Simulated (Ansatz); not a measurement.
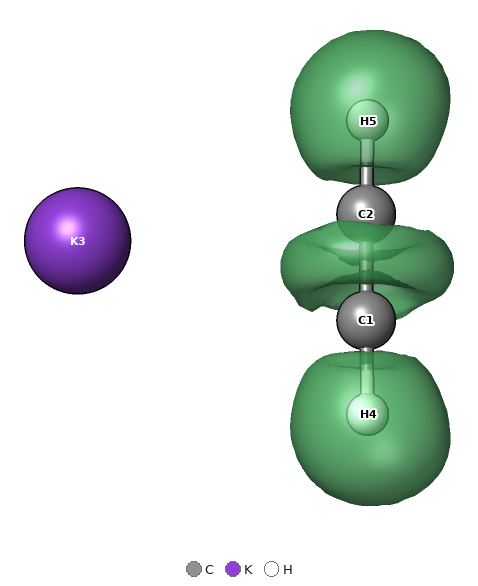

C₂H₂···K (doublet). Isosurface of the electron localisation function at 0.8 (green), seen at a tilt. Core shells and regions of very low density are left out.

Geometry: B3LYP/6-31G*.

Method: isolated molecule in a Gaussian basis; Kohn-Sham density functional theory, functional PBE0 (Ansatz 0.2.0).

```csv
atom,x (Å),y (Å),z (Å)
C,-2.8790,0.5970,0.9268
C,-2.5655,0.9519,-0.1839
K,-0.2518,-1.7315,0.2681
H,-3.1685,0.2957,1.9091
H,-2.3004,1.2780,-1.1652
```

Question: Describe the localisation domains.

Answer: The ELF exceeds this value in one region between bonded C–C atoms (shared pairs) and two regions around hydrogen nuclei. Profiles from the grid: C2···K3 (3.57 Å): the ELF dips to about 0 between them. C–C (1.21 Å): the ELF peaks at about 0.85 between the atoms; a multiple bond.
